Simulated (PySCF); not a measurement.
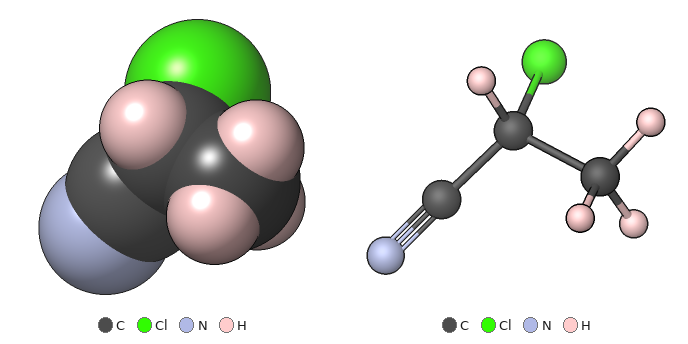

The same structure drawn twice, from different directions.

The geometry was computed by an optimisation with PBE0-D3(BJ)/def2-SVP. No frequency run is at hand to confirm it as a minimum.

Give the formula.

C3H4ClN, 9 atoms: 3 carbon, 4 hydrogen, 1 chlorine and 1 nitrogen.

Name functional groups in it.

Among them: nitrile, C–Cl bond.

Count the bonded pairs by element.

4 C–H, 2 C–C, 1 C–Cl, 1 C–N.

Give a SMILES string for it.

C[C@@H](Cl)C#N

More results for the same structure follow; atom numbers are the same in all pictures, views and colours differ.

## Shape

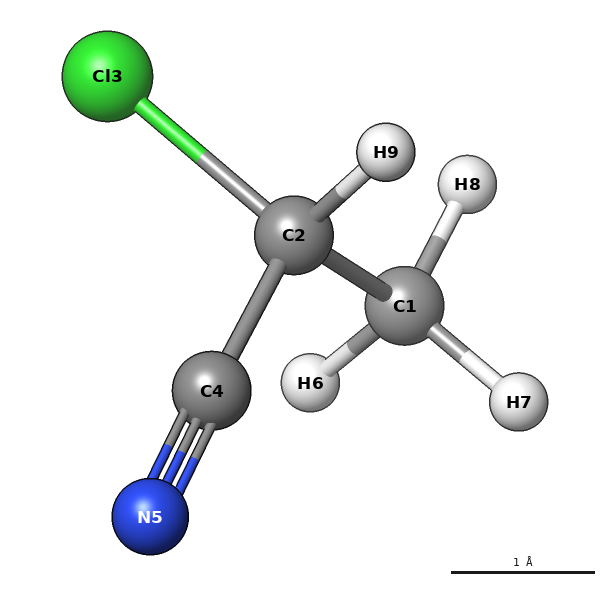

The atoms are numbered. No frequency run is at hand to confirm it as a minimum.

Give these bond angles: C2–C1–H6, C2–C1–H7, C2–C1–H8, C1–C2–Cl3, C1–C2–C4, C1–C2–H9, Cl3–C2–C4, Cl3–C2–H9, C4–C2–H9, C2–C4–N5.

```csv
angle,degrees
C2–C1–H6,110.4
C2–C1–H7,109.9
C2–C1–H8,109.6
C1–C2–Cl3,110.8
C1–C2–C4,112.3
C1–C2–H9,110.9
Cl3–C2–C4,109.0
Cl3–C2–H9,105.7
C4–C2–H9,107.9
C2–C4–N5,178.3
```

## Excitation

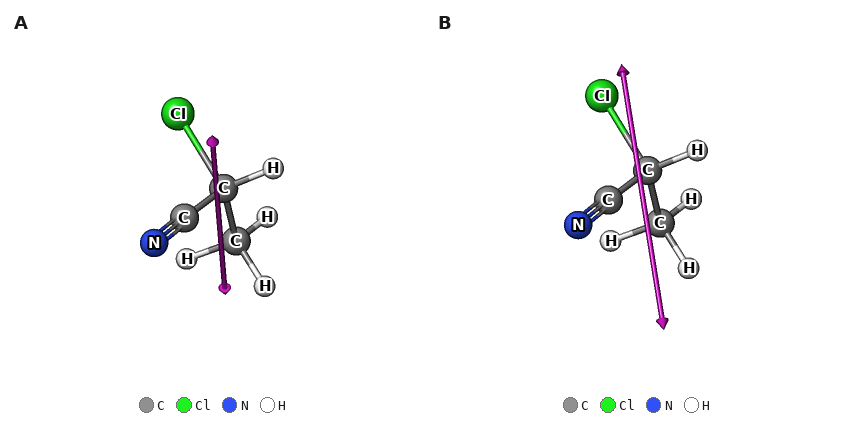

The double arrows show the directions of two transition dipoles from the ground state (lengths mean nothing). No frequency run is at hand to confirm it as a minimum. Method: TDDFT CAM-B3LYP/def2-SVPD, vertical, gas phase, core orbitals frozen in the response (PySCF 2.14.0).

One belongs to singlet state 4 and one to singlet state 6. Which is which?

A: state 6, 8.35 eV (148 nm), oscillator strength 0.031, mainly HOMO → LUMO+1 (weight 0.84).
B: state 4, 7.73 eV (160 nm), oscillator strength 0.029, of mixed character, with the largest part HOMO−3 → LUMO (weight 0.34).

## NMR shielding

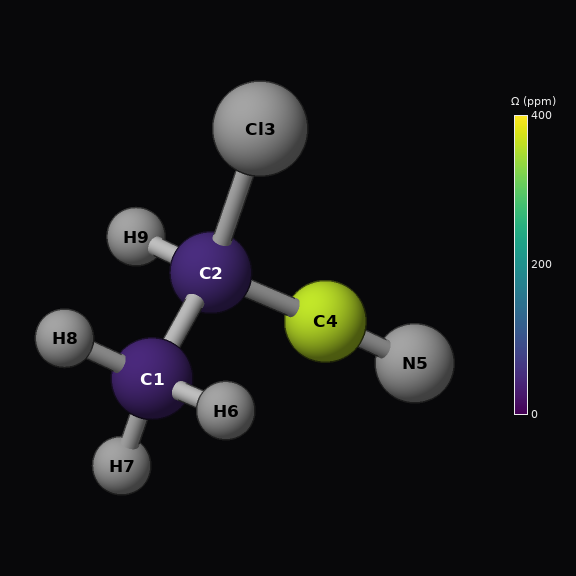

The C atoms are coloured by the span of their shielding tensor. No frequency run is at hand to confirm it as a minimum. Method: GIAO PBE0/pcSseg-1 NMR shielding, non-relativistic, gas phase (PySCF 2.14.0). Principal shieldings σ11 ≤ σ22 ≤ σ33, span Ω = σ33 − σ11, skew κ = 3(σiso − σ22)/Ω.

Which C atom has the most anisotropic shielding?

C4, with a span of 359 ppm.

Give the shielding tensors of the C atoms.

```json
{"atom": "C1", "σ11": "138.2", "σ22": "155.6", "σ33": "182.6", "σiso": "158.8", "Ω": "44.4", "κ": "0.22"}
{"atom": "C2", "σ11": "116.9", "σ22": "140.5", "σ33": "165.5", "σiso": "141.0", "Ω": "48.5", "κ": "0.03"}
{"atom": "C4", "σ11": "−60.9", "σ22": "−52.8", "σ33": "298.3", "σiso": "61.5", "Ω": "359.2", "κ": "0.96"}
```

Shieldings and span in ppm.

## Core levels

No frequency run is at hand to confirm it as a minimum. Method: delta-SCF UKS SCAN, pcX-2 on the ionised atom, pcseg-1 elsewhere, spin-free X2C (PySCF 2.14.0).

Give the core-electron binding energies (to vacuum; p and d levels without spin–orbit splitting) of C1 1s, C2 1s, Cl3 1s, Cl3 2p, C4 1s, N5 1s.

```tsv
atom	level	binding energy (eV)
C1	1s	291.9
C2	1s	294.1
Cl3	1s	2829.2
Cl3	2p	207.1
C4	1s	292.8
N5	1s	405.6
```
